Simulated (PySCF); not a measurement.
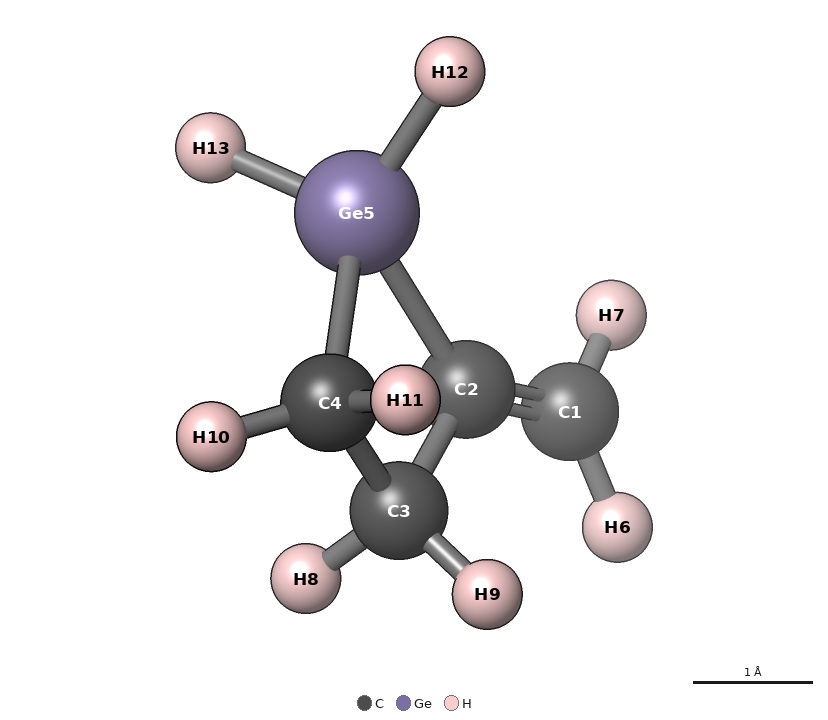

Orthographic view. Distant atoms are faded towards the background colour. The computed structure is the end point of a GFN2-xTB optimisation. No frequency run is at hand to confirm it as a minimum.

Give the geometry as a Z-matrix, atoms in numerical order, with these reference atoms: 2 to 1; 3 to 2, 1; 4 to 3, 2, 1; 5 to 2, 1, 3; 6 to 1, 2, 3; 7 to 1, 6, 2; 8 to 3, 2, 1; 9 to 3, 8, 2; 10 to 4, 3, 9; 11 to 4, 10, 3; 12 to 5, 2, 1; 13 to 5, 12, 2.

```
C  
C    1   1.320
C    2   1.513   1   128.2
C    3   1.544   2   101.2   1   163.4
Ge   2   1.967   1   138.8   3   173.1
H    1   1.081   2   122.1   3     1.6
H    1   1.078   6   116.2   2  -179.8
H    3   1.092   2   109.8   1   -79.2
H    3   1.091   8   107.6   2  -123.7
H    4   1.088   3   113.8   9  -103.4
H    4   1.089  10   107.8   3  -124.2
H    5   1.513   2   120.3   1   -49.7
H    5   1.512  12   106.6   2  -136.5
```
